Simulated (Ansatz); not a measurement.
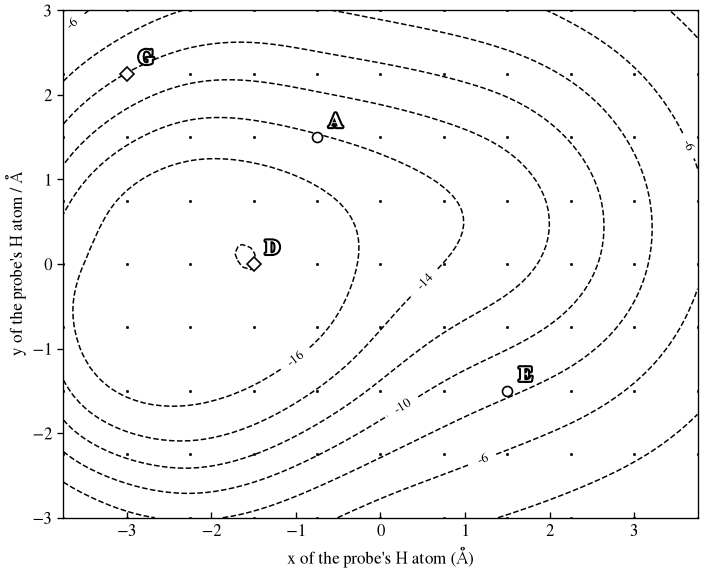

CH₄OSn (SMILES O=[CH][SnH3]) with the probe H2. The probe is moved over a plane parallel to the molecule's main plane, 3.89 Å above it. The first coordinate is: x of the probe's H atom; the second: y of the probe's H atom. Nothing is relaxed (molecule and probe rigid, the probe upright with H nearest the plane). The scan uses an 11 × 9 grid. Points are written as (first, second). Energies: meV, counted from molecule and probe far apart, each relaxed in its own basis (no counterpoise correction). The calculation used Ansatz 0.2.0, RKS PBE0-D4/def2-SVPD.

In the figure: contour lines labelled in meV, dots at the grid points, lettered points. Between grid points the surface is interpolated.

Question: Is A the lowest point of the computed grid?

Answer: No. A lies 3.9 meV above the lowest grid point, which is at (−1.50 Å, 0.00 Å).

Question: Rank the lettered points by energy, lowest first.

Answer: D (−18.0 meV), A (−14.1 meV), G (−10.0 meV), E (−8.3 meV).
